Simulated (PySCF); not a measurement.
SMILES OB(CC(C)C)O (C4H11BO2), GFN2-xTB optimised geometry. Atoms within 1.6 Å of the plane z = 1.0 Å (x, y, z in Å): C1 (1.39, 0.57, 0.00), C2 (-0.14, 0.57, 0.00), C3 (-0.67, 2.00, 0.00), O6 (-0.12, -2.55, -0.17), H9 (1.77, 1.08, 0.88), H10 (1.77, -0.45, -0.01), H11 (-0.49, 0.08, 0.92), H13 (-0.29, 2.55, 0.86), H14 (-1.75, 2.01, 0.04), H17 (-0.23, -2.12, 0.67).

Level of theory: PBE/def2-SVP (PySCF).

Map of the electron localisation function on the plane z = 1.0 Å:

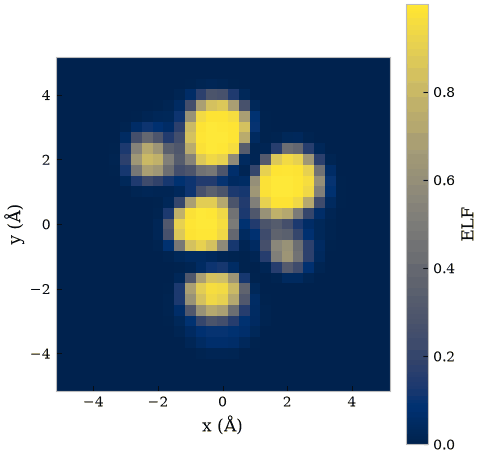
*Electron localisation function on the plane z = 1.0 Å.*
